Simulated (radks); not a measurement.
# Dipole-allowed lines with 3 electrons: Cl¹⁴⁺, Ar¹⁵⁺, K¹⁶⁺, Ca¹⁷⁺, Sc¹⁸⁺, Ti¹⁹⁺

Aim: excitation energies and oscillator strengths as poles of the dipole polarisability below minus the highest eigenvalue. Time-dependent linear response with the Hartree and adiabatic exchange-only LDA kernel follows each ground state. Its values go to the run's result record, not to the log.

The numbers are computed with radks (a radial shooting solver on a logarithmic mesh, Libxc functionals) version 1 (non-relativistic Kohn-Sham, exchange-only LDA, spin-polarised, spherical densities, point nucleus; open shells are filled with parallel spins first), except any that are marked as measured or tabulated.

## (1) What is computed

* species: Cl¹⁴⁺ ([He] 2s1), Ar¹⁵⁺ ([He] 2s1), K¹⁶⁺ ([He] 2s1), Ca¹⁷⁺ ([He] 2s1), Sc¹⁸⁺ ([He] 2s1), Ti¹⁹⁺ ([He] 2s1)

In the logs a row gives level, spin channel, occupation and eigenvalue; Etot, Ekin, Encl (electron-nucleus), Eh (Hartree) and Exc are energies, all in hartree; err is the last residual, it the number of iterations.

## (2) Cl¹⁴⁺, [He] 2s1

The run's settings:

```text
Z 17
configuration [He] 2s1 2p0 3s0 3d0
relativity non-relativistic
functional lda,
spin polarised
nucleus point
response adiabatic LDA kernel, real frequencies
```

Command:

```console
$ python run_ks.py task.json out
```

The same process makes all the runs of this session.

The log of the run:

```text
1s      1   1.0000        -126.50894838
2s      1   1.0000         -28.62469465
2p      1   0.0000         -27.54779278
3s      1   0.0000         -12.02967262
3d      1   0.0000         -11.58327466
1s      2   1.0000        -126.33248605
2s      2   0.0000         -27.68450254
2p      2   0.0000         -26.71611394
3s      2   0.0000         -11.73287600
3d      2   0.0000         -11.03690400
Etot -306.525035160001
Ekin 306.5250351563718
Encl -631.2456338196127
Eh 28.49057738036354
Exc -10.295013877123584
err 1.5660489142701332e-10
it 13
```

2s up is the highest filled level (-778.92 eV). Lines from the response step: 31.491 eV (2s-2p), f = 0.0820; 457.73 eV (2s-3p), f = 0.357; 603.18 eV (2s-4p), f = 0.0870; 667.82 eV (2s-5p), f = 0.0360; 702.34 eV (2s-6p), f = 0.0187; 722.94 eV (2s-7p), f = 0.0110.

From the orbitals of this run (lengths in bohr):

| level | occupation | energy (eV) | <r> | outermost maximum (interpolated) | 90 % within | nodes |
| --- | --- | --- | --- | --- | --- | --- |
| 2s up | 1 | -778.92 | 0.3813 | 0.330 | 0.581 | 1 |
| 2s down | 0 | -753.33 | 0.3829 | 0.329 | 0.586 | 1 |
| 2p up | 0 | -749.61 | 0.3276 | 0.261 | 0.525 | 0 |
| 2p down | 0 | -726.98 | 0.3267 | 0.258 | 0.526 | 0 |
| 3s up | 0 | -327.34 | 0.8800 | 0.845 | 1.27 | 2 |
| 3s down | 0 | -319.27 | 0.8971 | 0.860 | 1.29 | 2 |
| 3d up | 0 | -315.20 | 0.7045 | 0.601 | 1.06 | 0 |
| 3d down | 0 | -300.33 | 0.7340 | 0.627 | 1.11 | 0 |

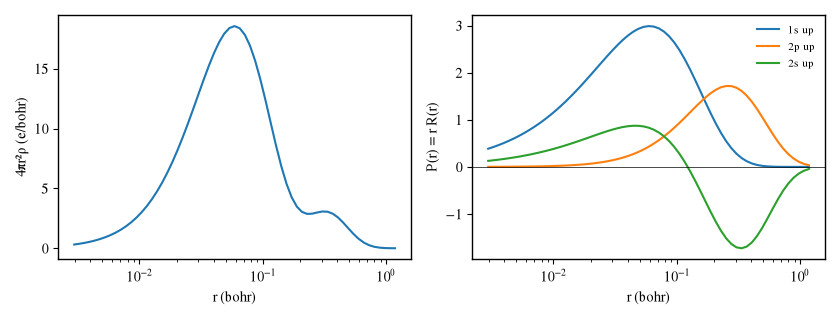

Left: shells in the radial density. Right: radial functions of the outer levels.

## (3) Ar¹⁵⁺, [He] 2s1

Changes since step 2:

```diff
@@ -1,2 +1,2 @@
-Z 17
+Z 18
 configuration [He] 2s1 2p0 3s0 3d0
```

The log of the run:

```text
1s      1   1.0000        -142.91810096
2s      1   1.0000         -32.53898901
2p      1   0.0000         -31.39104159
3s      1   0.0000         -13.72383041
3d      1   0.0000         -13.24683917
1s      2   1.0000        -142.72974746
2s      2   0.0000         -31.54029460
2p      2   0.0000         -30.50876034
3s      2   0.0000         -13.40722129
3d      2   0.0000         -12.66178934
Etot -344.7821410256531
Ekin 344.78214102116505
Encl -708.8780708268239
Eh 30.236060996662665
Exc -10.922272216656935
err 1.3445886522495953e-10
it 13
```

The top filled level is 2s up, -885.43 eV. Lines from the response step: 33.558 eV (2s-2p), f = 0.0770; 518.56 eV (2s-3p), f = 0.362; 684.35 eV (2s-4p), f = 0.0879; 758.22 eV (2s-5p), f = 0.0363; 797.70 eV (2s-6p), f = 0.0189; 821.28 eV (2s-7p), f = 0.0111.

## (4) K¹⁶⁺, [He] 2s1

Changes since step 3:

```diff
@@ -1,2 +1,2 @@
-Z 18
+Z 19
 configuration [He] 2s1 2p0 3s0 3d0
```

The log of the run:

```text
1s      1   1.0000        -160.32727930
2s      1   1.0000         -36.70330632
2p      1   0.0000         -35.48433391
3s      1   0.0000         -15.52911710
3d      1   0.0000         -15.02153491
1s      2   1.0000        -160.12703674
2s      2   0.0000         -35.64612079
2p      2   0.0000         -34.55146669
3s      2   0.0000         -15.19270583
3d      2   0.0000         -14.39784789
Etot -385.28926422591
Ekin 385.28926422039405
Encl -791.0104870660914
Eh 31.981483482584906
Exc -11.549524862797556
err 1.16308855782756e-10
it 13
```

Highest occupied level: 2s up at -998.75 eV. Lines from the response step: 35.625 eV (2s-2p), f = 0.0727; 583.17 eV (2s-3p), f = 0.366; 770.62 eV (2s-4p), f = 0.0888; 854.33 eV (2s-5p), f = 0.0367; 899.11 eV (2s-6p), f = 0.0190; 925.87 eV (2s-7p), f = 0.0112.

## (5) Ca¹⁷⁺, [He] 2s1

Changes since step 4:

```diff
@@ -1,2 +1,2 @@
-Z 19
+Z 20
 configuration [He] 2s1 2p0 3s0 3d0
```

The log of the run:

```text
1s      1   1.0000        -178.73647922
2s      1   1.0000         -41.11764288
2p      1   0.0000         -39.82766281
3s      1   0.0000         -17.44552984
3d      1   0.0000         -16.90735865
1s      2   1.0000        -178.52434941
2s      2   0.0000         -40.00197557
2p      2   0.0000         -38.84422316
3s      2   0.0000         -17.08932511
3d      2   0.0000         -16.24506980
Etot -428.0464020075829
Ekin 428.0464020008559
Encl -877.6428860025533
Eh 33.72685474716478
Exc -12.17677275305033
err 1.0128922302506049e-10
it 13
```

2s up is the highest filled level (-1118.9 eV). Lines from the response step: 37.691 eV (2s-2p), f = 0.0687; 651.56 eV (2s-3p), f = 0.370; 861.99 eV (2s-4p), f = 0.0895; 956.15 eV (2s-5p), f = 0.0369; 1006.6 eV (2s-6p), f = 0.0192; 1036.7 eV (2s-7p), f = 0.0113.

## (6) Sc¹⁸⁺, [He] 2s1

Changes since step 5:

```diff
@@ -1,2 +1,2 @@
-Z 20
+Z 21
 configuration [He] 2s1 2p0 3s0 3d0
```

The log of the run:

```text
1s      1   1.0000        -198.14569739
2s      1   1.0000         -45.78199577
2p      1   0.0000         -44.42102277
3s      1   0.0000         -19.47306637
3d      1   0.0000         -18.90430781
1s      2   1.0000        -197.92168188
2s      2   0.0000         -44.60785455
2p      2   0.0000         -43.38702200
3s      2   0.0000         -19.09707546
3d      2   0.0000         -18.20344715
Etot -473.05355217138896
Ekin 473.0535521632414
Encl -968.7752703719464
Eh 35.4721826672554
Exc -12.804016629939415
err 8.874183371098014e-11
it 13
```

The top filled level is 2s up, -1245.8 eV. Lines from the response step: 39.757 eV (2s-2p), f = 0.0652; 723.73 eV (2s-3p), f = 0.373; 958.47 eV (2s-4p), f = 0.0902; 1063.7 eV (2s-5p), f = 0.0372; 1120.1 eV (2s-6p), f = 0.0193; 1153.8 eV (2s-7p), f = 0.0114.

## (7) Ti¹⁹⁺, [He] 2s1

Changes since step 6:

```diff
@@ -1,2 +1,2 @@
-Z 21
+Z 22
 configuration [He] 2s1 2p0 3s0 3d0
```

The log of the run:

```text
1s      1   1.0000        -218.55493116
2s      1   1.0000         -50.69636262
2p      1   0.0000         -49.26440934
3s      1   0.0000         -21.61172484
3d      1   0.0000         -21.01238032
1s      2   1.0000        -218.31903127
2s      2   0.0000         -49.46375418
2p      2   0.0000         -48.17985696
3s      2   0.0000         -21.21595396
3d      2   0.0000         -20.27297356
Etot -520.3107129392835
Ekin 520.3107129294899
Encl -1064.4076423627675
Eh 37.21747358315831
Exc -13.431257089164099
err 7.821137482468783e-11
it 13
```

Highest occupied level: 2s up at -1379.5 eV. Lines from the response step: 41.823 eV (2s-2p), f = 0.0620; 799.69 eV (2s-3p), f = 0.376; 1060.0 eV (2s-4p), f = 0.0908; 1176.9 eV (2s-5p), f = 0.0374; 1239.6 eV (2s-6p), f = 0.0194; 1277.1 eV (2s-7p), f = 0.0115.

## (8) Results

| species | −ε(HOMO) (eV) | lowest orbital gap (eV) | first line (eV) | f | strongest line (eV) | its f | static α (bohr³) | measured (eV) |
| --- | --- | --- | --- | --- | --- | --- | --- | --- |
| Cl¹⁴⁺ | 778.92 | 2s-2p 29.304 | 31.491 | 0.0820 | 457.73 | 0.357 | 0.06311 | - |
| Ar¹⁵⁺ | 885.43 | 2s-2p 31.237 | 33.558 | 0.0770 | 518.56 | 0.362 | 0.05214 | - |
| K¹⁶⁺ | 998.75 | 2s-2p 33.170 | 35.625 | 0.0727 | 583.17 | 0.366 | 0.04357 | - |
| Ca¹⁷⁺ | 1118.9 | 2s-2p 35.102 | 37.691 | 0.0687 | 651.56 | 0.370 | 0.03678 | - |
| Sc¹⁸⁺ | 1245.8 | 2s-2p 37.034 | 39.757 | 0.0652 | 723.73 | 0.373 | 0.03133 | - |
| Ti¹⁹⁺ | 1379.5 | 2s-2p 38.965 | 41.823 | 0.0620 | 799.69 | 0.376 | 0.02691 | - |

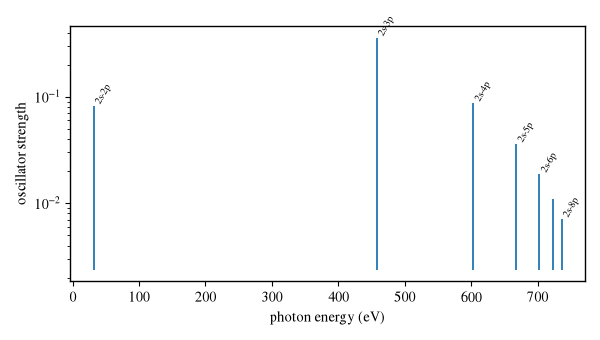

Lines of Cl¹⁴⁺.

In Cl¹⁴⁺ the response moves the first line 2.187 eV above the bare orbital gap, and the lines found carry 99 % of the static polarisability. Very weak lines can be missed, and lines above minus the highest eigenvalue dissolve into this model's continuum.
